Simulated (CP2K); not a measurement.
4-methylpyridine has these distinct C atoms: C1 (bonded to C and 3 H), C2 (bonded to 3 C), C3 (bonded to 2 C and H) and C4 (bonded to C, N and H).

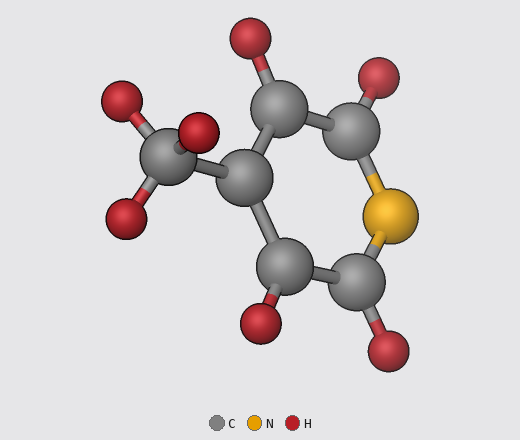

The molecule (carbon grey, nitrogen orange, hydrogen red).

```xyz
14

C     2.0154   -0.1266    0.1133
C     0.5160   -0.0314    0.0436
C    -0.1363    1.1979   -0.1208
C    -1.5298    1.2333   -0.2086
N    -2.3183    0.1449   -0.1423
C    -1.6860   -1.0318    0.0198
C    -0.2990   -1.1689    0.1176
H     2.4412   -0.2545   -0.8940
H     2.4570    0.7828    0.5404
H     2.3362   -0.9872    0.7143
H     0.4357    2.1254   -0.1757
H    -2.0455    2.1888   -0.3374
H    -2.3280   -1.9150    0.0761
H     0.1414   -2.1578    0.2538
```

Their partial C K spectra (CP2K XAS_TDP, all-electron GAPW, PBEh(45%), aug-cc-pVDZ, TDA, GW2X-corrected core level, no relativity) are given in random order, each times the number of alike atoms.

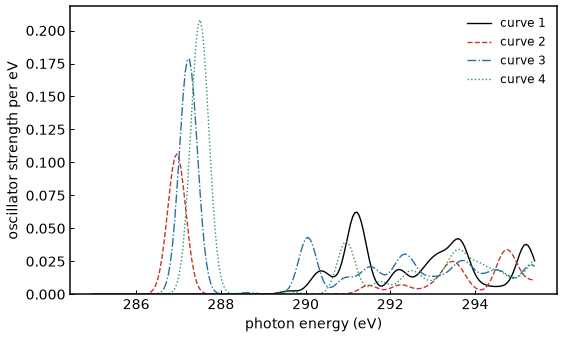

Gaussian full width 0.5 eV, oscillator strength per eV, alike atoms added, rows of zeros left out.

Question: Which curve belongs to which atom?

Curve 1: C1 (bonded to C and 3 H), leading line at 291.09 eV (f = 0.015 an atom), ionisation energy 292.47 eV, term value 1.38 eV. Curve 2: C2 (bonded to 3 C), leading line at 286.96 eV (f = 0.057 an atom), ionisation energy 292.39 eV, term value 5.43 eV. Curve 3: C3 (bonded to 2 C and H), leading line at 287.23 eV (f = 0.048 an atom), ionisation energy 292.00 eV, term value 4.77 eV. Curve 4: C4 (bonded to C, N and H), leading line at 287.50 eV (f = 0.055 an atom), ionisation energy 292.75 eV, term value 5.25 eV. The leading line of an atom is its first one with 35 % of the strongest within 2.5 eV of its lowest line over the strength cut. A line lies at the core ionisation energy, which rises as an atom loses charge to its neighbours or to a π system, less the term value, which is large for a low π* or σ* orbital with weight on that atom.

[Banner, clock and machine lines of the logs are left out without a mark of their own.]

[Logs are printed without paths, hosts, clocks, repeated set-up lines and the standing remarks that a program may print on its own settings, such as how far it seeks lower states.]

[Hosts, paths, dates, database ids (printed as entryN), source tags and the programs' standing remarks are cut or masked in the printed files.]
